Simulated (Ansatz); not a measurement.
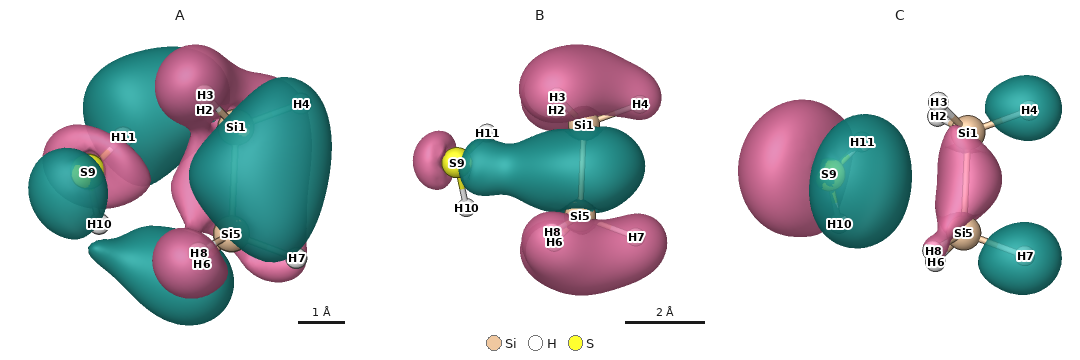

*H₆Si₂···H₂S. Three frontier orbitals at ±0.06 Å⁻³ᐟ² (teal and pink are the two phases), in no order.*

Not at a stationary point (largest force 0.6 eV/Å).

Level of theory: RKS LDA/def2-SVP in Ansatz 0.2.0.

```xyz
11

Si   -0.1027    0.1693   -0.0666
H    -0.1603    0.1184    1.4114
H     1.3468    0.2172   -0.4680
H    -0.7662    1.4556   -0.5013
Si   -1.1432   -1.7259   -0.9570
H    -1.7630   -2.5653    0.1366
H    -2.2711   -1.2725   -1.8522
H    -0.2126   -2.5833   -1.7715
S     1.3169   -2.5661    1.2777
H     0.1472   -3.2561    1.4078
H     0.7495   -1.4436    1.8660
```

Question: Which picture is the HOMO−1, the HOMO and the LUMO?

Answer: B is the HOMO−1 (−7.42 eV). It lies mainly on Si5 (about 35 %), Si1 (about 35 %) and H3 (about 5 %). C is the HOMO (−6.25 eV). By Hirshfeld shares it lies mainly on S9 (about 80 %); largely a lone pair of S9. A is the LUMO (−1.07 eV). By Hirshfeld shares it lies mainly on Si1 (about 30 %), Si5 (about 25 %), S9 (about 10 %), H2 (about 10 %), H11 (about 10 %) and H6 (about 5 %).

Question: What is the HOMO–LUMO gap?

Answer: 5.18 eV between the orbital energies.
